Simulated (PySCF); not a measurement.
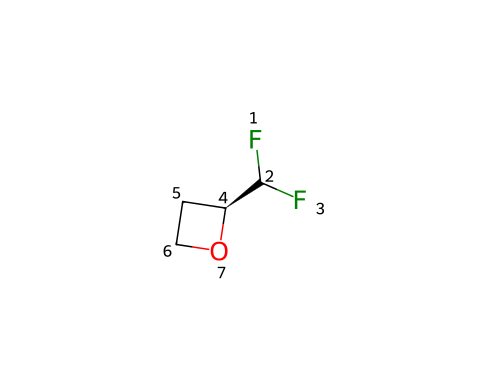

Skeletal drawing with numbered atoms; wedges and dashes mark any stereocentres. The configuration is that of a computed structure (PBE0-D3(BJ)/def2-SVP).

> What are the Cahn–Ingold–Prelog descriptors?

C4: S.

> Write the isomeric SMILES.

FC(F)[C@@H]1CCO1
